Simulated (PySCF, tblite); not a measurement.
# C8H9NSi: geometry, infrared bands and NMR shifts

Wanted: the infrared bands and NMR shifts of C8H9NSi (`N#CCC1=C[C@@]2([SiH3])C=C[C@@H]12`), by calculation.

Computed with tblite 0.8.0 and PySCF 2.14.0, with density-fitted response routines of our own, on a single molecule in the gas phase. Atoms count from 0, in the outputs and in this text.

## Step 1: Starting geometry

19 atoms, charge 0, multiplicity 1; geometry from: force field or distance geometry start.

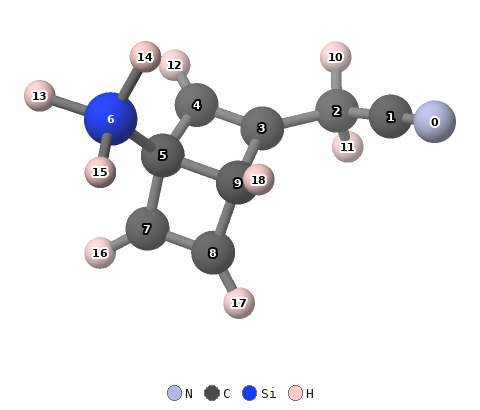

The starting geometry (nitrogen light blue, carbon dark grey, silicon blue, hydrogen pink), atoms numbered.

## Step 2: Relaxing the molecule with GFN2-xTB

What the job is given:

```
{"job": {"kind": "relax", "xc": "GFN2-xTB", "basis": "xTB"}, "charge": 0, "multiplicity": 1}
N      3.711900    -0.164400     1.745900
C      3.178000    -0.166000     0.699000
C      2.532900    -0.189600    -0.599700
C      0.977600    -0.000800    -0.456700
C      0.020100     0.602100    -1.175900
C     -1.107800     0.184400    -0.258000
Si    -2.167100     1.508600     0.540400
C     -1.673000    -1.198300    -0.459800
C     -0.722700    -1.806300     0.283500
C     -0.024200    -0.499100     0.598300
H      2.918200     0.615400    -1.234300
H      2.717300    -1.137900    -1.111600
H      0.027400     1.168200    -2.103600
H     -3.158500     2.050800    -0.420800
H     -1.355200     2.659900     1.029900
H     -2.925800     0.981300     1.725000
H     -2.537000    -1.568100    -1.015700
H     -0.526800    -2.837800     0.563300
H      0.104700    -0.193100     1.643300
```

Command:

```sh
OMP_NUM_THREADS=1 python probes_run.py task.json out
```

This one command runs all jobs of the session in turn.

**Question.** This job is followed by: GFN2-xTB harmonic vibrations, gas phase; GIAO PBE0/pcSseg-1 NMR shielding, non-relativistic, gas phase. What will the session give for the following? strongest single infrared mode (GFN2-xTB); zero-point energy (GFN2-xTB); 13C shifts against TMS (PBE0/pcSseg-1); 1H shifts against TMS (PBE0/pcSseg-1, means over atoms taken as alike); 15N shifts against NH3 (PBE0/pcSseg-1); 29Si shifts against TMS (PBE0/pcSseg-1); surface potential, least and greatest.

As calculated:

```
                                                              quantity                                                    value
                             strongest single infrared mode (GFN2-xTB)                                     784 cm⁻¹, 412 km/mol
                                          zero-point energy (GFN2-xTB)                                            85.3 kcal/mol
                                13C shifts against TMS (PBE0/pcSseg-1)  157.9, 153.5, 152.4, 148.6, 120.7, 55.1, 48.0, 21.3 ppm
1H shifts against TMS (PBE0/pcSseg-1, means over atoms taken as alike)             6.99, 6.94, 6.80, 4.12, 4.09, 3.25, 2.92 ppm
                                15N shifts against NH3 (PBE0/pcSseg-1)                                                299.3 ppm
                               29Si shifts against TMS (PBE0/pcSseg-1)                                                -74.1 ppm
                                 surface potential, least and greatest                                       -1.82 V and 1.32 V
```

What this shows: Relaxing lowered the energy by 0.326 eV in 103 steps; the close pair that moved most is C2–C3, from 1.573 to 1.494 Å. No mode is imaginary among the 51: a minimum at this level. Unscaled tight-binding wavenumbers are off by several per cent, some by more. Its intensities can rank the bands wrongly. At PBE0/pcSseg-1: The widest tensor belongs to N0: span 502 ppm, with a paramagnetic part of -371 ppm. At PBE0/pcSseg-1, counted by nearest atom on the grid, the HOMO lies on 4 C atoms about 21 % each, the LUMO on C3, C4 about 18 % each; C7, C8 about 14 % each.
